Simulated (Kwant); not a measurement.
Device: Aharonov-Bohm ring in a In0.53Ga0.47As two-dimensional gas. Effective mass 0.041 mₑ, grid spacing 5 nm, hard walls, nominal width 60 nm (11 grid rows, so walls 60 nm apart), one parabolic valley, scattering region 330 nm long along x; energies count from the band bottom; Fermi energy 0.0187 eV. Ring of mean radius 73 nm, arms as wide as the leads. Perpendicular field swept from 0 to 0.74 T, none in the leads; orbital effect alone.

Constants are typed, rounded textbook-type inputs, not results; the design itself was drawn at random and stands for no fabricated device.

Kwant, effective-mass tight-binding model on a square grid, one spin, coherent transport at 0 K. Conductance is in e²/h.

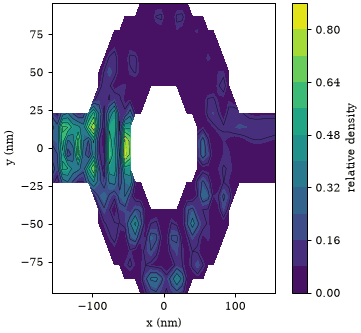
Figure. Density of the scattering states that come in from the left lead, at field = 0.18292 T, in bins, relative to the largest site value

The conductance there is 0.64 e²/h with 2 open channel(s) in the leads.
